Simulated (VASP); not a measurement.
Band structure of Ni$_{3}$Fe (L1_2). All values below come from SCAN meta-GGA, VASP's PBE PAW potentials (set 64) (plane waves; VASP).

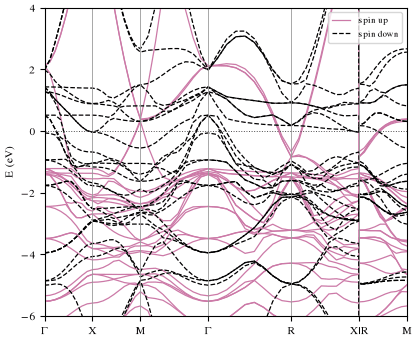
Figure. Bands along high-symmetry lines, zero at the valence-band maximum or, without a gap, the Fermi level

Task: Read the plot: is there a gap, and where are the band edges?

Result: It has no gap at this level: it comes out as a metal or semimetal.

The compound is Ni3Fe in the L1_2 structure. It was relaxed first.
